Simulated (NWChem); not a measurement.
# the pair AlH2SOF···BOF, step by step

Wanted: the energy (singlet AlBH2SO2F2, CAM-B3LYP-D3(BJ)/6-31+G*), then a single-point energy (singlet AlH2SOF, CAM-B3LYP-D3(BJ)/6-31+G*), then the energy (singlet BOF, CAM-B3LYP-D3(BJ)/6-31+G*), then a single-point energy (singlet AlH2SOF, CAM-B3LYP-D3(BJ)/6-31+G*), then the energy (singlet BOF, CAM-B3LYP-D3(BJ)/6-31+G*) of AlBF2H2O2S and its partners. 

The results are computed with NWChem 7.3.0.

## (1) The molecule

The species is AlBH2SO2F2 (9 atoms), meant as a singlet with charge 0. The two molecules were placed rigidly side by side, at 0.8 times their contact distance; the pair isn't optimised.

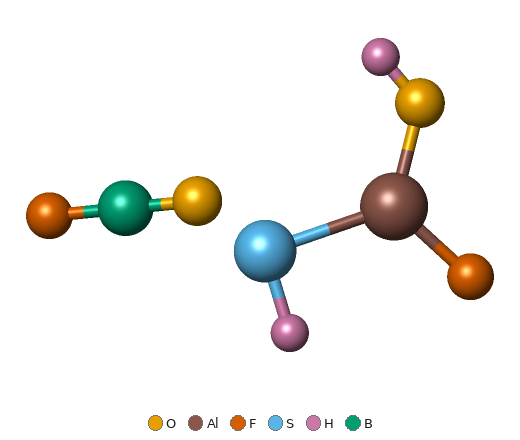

Viewed from a chosen angle; oxygen amber, aluminium brown, fluorine orange, sulfur blue, hydrogen pink, boron teal.

## (2) A single-point energy at CAM-B3LYP-D3(BJ)/6-31+G(d) (spherical functions) (run 1)

Contents of albf2h2o2s.nw:

```
start albf2h2o2s
memory total 2200 mb

geometry units angstrom noautosym nocenter noautoz
O      1.392580    -0.445650    -1.021200
Al     0.231580    -0.250150     0.175800
F      0.414280    -1.090350     1.573400
S     -1.485620     1.053750    -0.042600
H      1.385180    -0.008650    -1.870200
H     -1.938020     0.741050     1.184800
O     -2.795580    -0.275570    -1.940540
B     -3.841040    -0.022680    -2.485800
F     -4.952610     0.246150    -3.065460
end

basis spherical bse
O library 6-31+G*
Al library 6-31+G*
F library 6-31+G*
S library 6-31+G*
H library 6-31+G*
B library 6-31+G*
end

dft
xc xcamb88 1.00 lyp 0.81 vwn_5 0.19 hfexch 1.00
cam 0.33 cam_alpha 0.19 cam_beta 0.46
disp vdw 4
grid fine
convergence energy 1e-08
direct
maxiter 100
mulliken
print low
end

task dft energy
```

Launch:

```sh
nwchem albf2h2o2s.nw > albf2h2o2s.out
```

The log of the run:

```text
[...]
 d= 0,ls=0.0,diis     1  -1016.7048930836 -1.39D+03  1.45D-02  2.05D+00    11.5
[...]
 d= 0,ls=0.0,diis    11  -1016.9453433428 -7.13D-09  5.85D-07  9.52D-09   129.0
         Total DFT energy =    -1016.945343342839
      One electron energy =    -2161.166318533197
           Coulomb energy =      853.608793643602
    Exchange-Corr. energy =      -87.335474681139
 Nuclear repulsion energy =      377.953576105647
    Dispersion correction =       -0.005919877751
[...]
      Total Density - Mulliken Population Analysis
     ---------------------------------------------
    Atom       Charge   Shell Charges
 -----------   ------   -------------------------------------------------------
    1 O    8     8.71   2.00  0.88  2.96  0.99  1.84 -0.15  0.18  0.01
    2 Al  13    12.20   2.00  2.00  5.96  0.64  1.04  0.08  0.21 -0.02 -0.01  0.32
    3 F    9     9.38   2.00  0.92  3.32  1.06  2.01 -0.11  0.17  0.01
    4 S   16    16.39   2.00  2.00  5.97  1.34  3.12  0.51  1.27  0.01  0.14  0.04
    5 H    1     0.51   0.47  0.04
    6 H    1     0.87   0.49  0.38
    7 O    8     8.56   2.00  0.92  2.87  0.92  1.52  0.05  0.25  0.02
    8 B    5     4.03   2.00  0.53  1.43  0.05 -0.15  0.00  0.01  0.16
    9 F    9     9.36   2.00  0.94  3.33  0.98  1.82  0.11  0.18  0.01
[...]
```

Wall time 2.2 min (1 thread of AMD EPYC 9R14 (Zen 4), shared host); peak memory 0.13 GiB.

## (3) AlH2SOF: a single-point energy at CAM-B3LYP-D3(BJ)/6-31+G(d) (spherical functions) (run 2)

Contents of calc.nw:

```
start calc
title "AlFH2OS energy"
memory stack 880 mb heap 220 mb global 1100 mb

geometry units angstrom noautosym nocenter noautoz
   O        1.392580      -0.445650      -1.021200
   Al       0.231580      -0.250150       0.175800
   F        0.414280      -1.090350       1.573400
   S       -1.485620       1.053750      -0.042600
   H        1.385180      -0.008650      -1.870200
   H       -1.938020       0.741050       1.184800
end

basis spherical bse
   O library 6-31+G*
   Al library 6-31+G*
   F library 6-31+G*
   S library 6-31+G*
   H library 6-31+G*
end

dft
   xc xcamb88 1.00 lyp 0.81 vwn_5 0.19 hfexch 1.00
   cam 0.33 cam_alpha 0.19 cam_beta 0.46
   disp vdw 4
   grid fine
   convergence energy 1e-08
   direct
   iterations 100
   mulliken
   print low
end

task dft energy
```

Launch:

```sh
nwchem calc.nw > calc.out
```

The log of the run:

```text
[...]
 d= 0,ls=0.0,diis     1   -816.8902195406 -1.02D+03  1.57D-02  1.03D+00     3.4
[...]
 d= 0,ls=0.0,diis    10   -817.0052043628 -5.32D-09  1.54D-06  4.24D-09    31.1
         Total DFT energy =     -817.005204362801
      One electron energy =    -1531.168412404150
           Coulomb energy =      577.920974854578
    Exchange-Corr. energy =      -64.250226158937
 Nuclear repulsion energy =      200.495845157347
    Dispersion correction =       -0.003385811638
[...]
      Total Density - Mulliken Population Analysis
     ---------------------------------------------
    Atom       Charge   Shell Charges
 -----------   ------   -------------------------------------------------------
    1 O    8     8.70   2.00  0.88  2.96  0.99  1.84 -0.15  0.18  0.01
    2 Al  13    12.24   2.00  2.00  5.96  0.64  1.04  0.10  0.23 -0.03 -0.01  0.32
    3 F    9     9.37   2.00  0.92  3.32  1.06  2.01 -0.11  0.17  0.01
    4 S   16    16.31   2.00  2.00  5.97  1.34  3.13  0.52  1.23  0.02  0.07  0.04
    5 H    1     0.50   0.47  0.04
    6 H    1     0.87   0.49  0.38
[...]
```

It took 32 s on 1 thread of AMD EPYC 9R14 (Zen 4), shared host; peak memory 0.12 GiB.

## (4) BOF: the energy at CAM-B3LYP-D3(BJ)/6-31+G(d) (spherical functions) (run 3)

Contents of m1.nw:

```
start m1
memory stack 880 mb heap 220 mb global 1100 mb
charge 0

geometry units bohr noautosym nocenter noautoz
O   -5.28288056  -0.52075183  -3.66708913
B   -7.25851363  -0.04285899  -4.69748120
F   -9.35907650   0.46515609  -5.79287985
end

basis spherical bse
* library 6-31+G*
end

dft
xc xcamb88 1.00 lyp 0.81 vwn_5 0.19 hfexch 1.00
cam 0.33 cam_alpha 0.19 cam_beta 0.46
mult 1
disp vdw 4
grid fine
convergence energy 1e-08
direct
maxiter 100
mulliken
print low
end

task dft energy
```

Launch:

```sh
nwchem m1.nw > m1.out
```

The log of the run:

```text
[...]
 d= 0,ls=0.0,diis     1   -199.8224711335 -2.51D+02  2.47D-02  1.02D+00     0.7
[...]
 d= 0,ls=0.0,diis     9   -199.9494832683 -9.28D-09  1.71D-06  5.88D-09     4.7
         Total DFT energy =     -199.949483268301
      One electron energy =     -377.335029965807
           Coulomb energy =      149.010896986964
    Exchange-Corr. energy =      -23.063763957125
 Nuclear repulsion energy =       51.439036192403
    Dispersion correction =       -0.000622524735
[...]
      Total Density - Mulliken Population Analysis
     ---------------------------------------------
    Atom       Charge   Shell Charges
 -----------   ------   -------------------------------------------------------
    1 O    8     8.54   2.00  0.92  2.87  0.93  1.51  0.11  0.19  0.02
    2 B    5     4.10   2.00  0.52  1.43  0.08 -0.10  0.01  0.01  0.16
    3 F    9     9.35   2.00  0.94  3.33  0.97  1.82  0.10  0.18  0.01
[...]
```

Wall time 5.4 s (1 thread of AMD EPYC 9R14 (Zen 4), shared host); peak memory 0.11 GiB.

## (5) AlH2SOF among ghost functions: the energy at CAM-B3LYP-D3(BJ)/6-31+G(d) (spherical functions, with ghost functions) (run 4)

Contents of mymol.nw:

```
start mymol
title "AlFH2OS CAM-B3LYP"
memory 2200 mb

geometry units angstrom noautosym nocenter noautoz
  O     1.392580   -0.445650   -1.021200
  Al    0.231580   -0.250150    0.175800
  F     0.414280   -1.090350    1.573400
  S    -1.485620    1.053750   -0.042600
  H     1.385180   -0.008650   -1.870200
  H    -1.938020    0.741050    1.184800
  bqO     -2.795580    -0.275570    -1.940540
  bqB     -3.841040    -0.022680    -2.485800
  bqF     -4.952610     0.246150    -3.065460
end

basis spherical bse
  O library 6-31+G*
  Al library 6-31+G*
  F library 6-31+G*
  S library 6-31+G*
  H library 6-31+G*
  bqO library O 6-31+G*
  bqB library B 6-31+G*
  bqF library F 6-31+G*
end

dft
  xc xcamb88 1.00 lyp 0.81 vwn_5 0.19 hfexch 1.00
  cam 0.33 cam_alpha 0.19 cam_beta 0.46
  disp vdw 4
  grid fine
  convergence energy 1e-08
  direct
  maxiter 100
  mulliken
  print low
end

task dft energy
```

Launch:

```sh
nwchem mymol.nw > mymol.out
```

The log of the run:

```text
[...]
 d= 0,ls=0.0,diis     1   -816.8912047159 -1.02D+03  1.01D-02  1.03D+00    10.3
[...]
 d= 0,ls=0.0,diis    10   -817.0060221669 -5.49D-09  1.25D-06  4.50D-09   116.8
         Total DFT energy =     -817.006022166903
      One electron energy =    -1531.165776071958
           Coulomb energy =      577.915719451004
    Exchange-Corr. energy =      -64.248424891657
 Nuclear repulsion energy =      200.495845157347
    Dispersion correction =       -0.003385811638
[...]
      Total Density - Mulliken Population Analysis
     ---------------------------------------------
    Atom       Charge   Shell Charges
 -----------   ------   -------------------------------------------------------
    1 O    8     8.70   2.00  0.88  2.95  0.99  1.84 -0.16  0.18  0.01
    2 Al  13    12.21   2.00  2.00  5.96  0.64  1.04  0.08  0.21 -0.03 -0.02  0.32
    3 F    9     9.37   2.00  0.92  3.32  1.06  2.01 -0.11  0.17  0.01
    4 S   16    16.39   2.00  2.00  5.97  1.34  3.12  0.52  1.26  0.03  0.11  0.04
    5 H    1     0.51   0.47  0.04
    6 H    1     0.86   0.49  0.38
    7 X    0    -0.08   0.00  0.00  0.00 -0.00  0.00 -0.08  0.01  0.00
    8 X    0     0.03  -0.00 -0.00 -0.00  0.01  0.02  0.00 -0.00  0.00
    9 X    0     0.00   0.00  0.00  0.00 -0.00 -0.00  0.00  0.00 -0.00
[...]
```

Run time: 2 min. Hardware: 1 thread of AMD EPYC 9R14 (Zen 4), shared host; peak memory 0.13 GiB.

## (6) BOF among ghost functions: a single-point energy at CAM-B3LYP-D3(BJ)/6-31+G(d) (spherical functions, with ghost functions) (run 5)

Contents of bfo.nw:

```
echo
start bfo
title "BFO energy"
memory stack 880 mb heap 220 mb global 1100 mb

geometry units angstroms noautosym nocenter noautoz
O    -2.795580   -0.275570   -1.940540
B    -3.841040   -0.022680   -2.485800
F    -4.952610    0.246150   -3.065460
bqO      1.392580    -0.445650    -1.021200
bqAl     0.231580    -0.250150     0.175800
bqF      0.414280    -1.090350     1.573400
bqS     -1.485620     1.053750    -0.042600
bqH      1.385180    -0.008650    -1.870200
bqH     -1.938020     0.741050     1.184800
end

basis spherical bse
O library 6-31+G*
B library 6-31+G*
F library 6-31+G*
bqO library O 6-31+G*
bqAl library Al 6-31+G*
bqF library F 6-31+G*
bqS library S 6-31+G*
bqH library H 6-31+G*
end

dft
xc xcamb88 1.00 lyp 0.81 vwn_5 0.19 hfexch 1.00
cam 0.33 cam_alpha 0.19 cam_beta 0.46
disp vdw 4
grid fine
convergence energy 1e-08
direct
iterations 100
mulliken
print low
end

task dft energy
```

Launch:

```sh
nwchem bfo.nw > bfo.out
```

The log of the run:

```text
[...]
 d= 0,ls=0.0,diis     1   -199.8227153944 -2.51D+02  9.86D-03  1.02D+00     8.5
[...]
 d= 0,ls=0.0,diis     9   -199.9498283115 -9.16D-09  6.71D-07  5.97D-09    88.3
         Total DFT energy =     -199.949828311451
      One electron energy =     -377.335903326596
           Coulomb energy =      149.011439782057
    Exchange-Corr. energy =      -23.063782166362
 Nuclear repulsion energy =       51.439039924188
    Dispersion correction =       -0.000622524738
[...]
      Total Density - Mulliken Population Analysis
     ---------------------------------------------
    Atom       Charge   Shell Charges
 -----------   ------   -------------------------------------------------------
    1 O    8     8.63   2.00  0.92  2.87  0.94  1.51  0.14  0.23  0.02
    2 B    5     4.02   2.00  0.53  1.43  0.04 -0.14  0.00  0.01  0.16
    3 F    9     9.35   2.00  0.94  3.33  0.98  1.82  0.10  0.17  0.01
    4 X    0    -0.00  -0.00 -0.00 -0.00  0.00  0.00 -0.00 -0.00 -0.00
    5 X    0     0.00   0.00  0.00 -0.00  0.00  0.00  0.00  0.00  0.00  0.00  0.00
    6 X    0     0.00   0.00  0.00 -0.00 -0.00 -0.00  0.00  0.00 -0.00
    7 X    0    -0.01   0.00  0.00 -0.00  0.00  0.00 -0.01 -0.00 -0.01  0.01 -0.00
    8 X    0     0.00  -0.00  0.00
    9 X    0     0.00  -0.00  0.00
[...]
```

Wall time 89 s (1 thread of AMD EPYC 9R14 (Zen 4), shared host); peak memory 0.13 GiB.

## (7) Outcome

| quantity | value |
| --- | --- |
| run 1, CAM-B3LYP-D3(BJ)/6-31+G*: total energy | -1016.94534 Eh |
| run 1, CAM-B3LYP-D3(BJ)/6-31+G*: dispersion energy | -15.54 kJ/mol |
| AlH2SOF: total energy | -817.00520 Eh |
| AlH2SOF: dispersion energy | -8.89 kJ/mol |
| BOF: total energy | -199.94948 Eh |
| BOF: dispersion energy | -1.63 kJ/mol |
| AlH2SOF among ghost functions: total energy | -817.00602 Eh |
| AlH2SOF among ghost functions: dispersion energy | -8.89 kJ/mol |
| BOF among ghost functions: total energy | -199.94983 Eh |
| BOF among ghost functions: dispersion energy | -1.63 kJ/mol |
| interaction energy of the rigid parts AlH2SOF and BOF (parts in their own basis; closest atoms 2.66 Å apart) | 0.254 eV |
| interaction energy of the rigid parts AlH2SOF and BOF (parts in the whole basis, counterpoise; closest atoms 2.66 Å apart) | 0.286 eV |

In words: The interaction energy of the rigid parts AlH2SOF and BOF (parts in their own basis; closest atoms 2.66 Å apart) is 0.25 eV (24.5 kJ/mol): the parts repel at this shape. Without counterpoise this holds the superposition error of the basis. The interaction energy of the rigid parts AlH2SOF and BOF (parts in the whole basis, counterpoise; closest atoms 2.66 Å apart) is 0.29 eV (6.6 kcal/mol): the parts repel at this shape. The basis-set superposition error is 3.1 kJ/mol.
